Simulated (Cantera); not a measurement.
Input: 1 mol V, 8.2 mol N₂O, at 2.70e-5 bar.

Cantera equilibrium calculation (NASA polynomials, part measured and part estimated; ideal gas, pure solids and liquids). Candidate condensed phases: V, VN, VO, V₂O₃, V₂O₄, V₂O₅; 13 gas species. Condensed phases not in the tables: the oxides between V₂O₃ and V₂O₅ other than VO₂. Gases not in the tables: V₄O₁₀. Equilibrium is a limit: real reactors are often held back by kinetics, nucleation or transport.

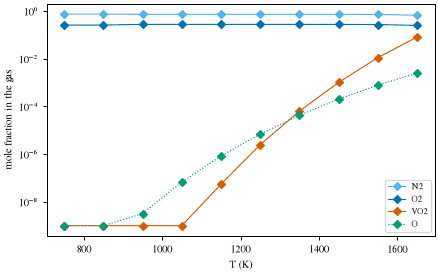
Equilibrium gas composition (values under 1e-9 drawn at 1e-9)

From 750 K to 850 K the condensed part is V₂O₅(s). From 950 K to 1550 K the condensed part is V₂O₄(s). At 1650 K nothing is condensed.
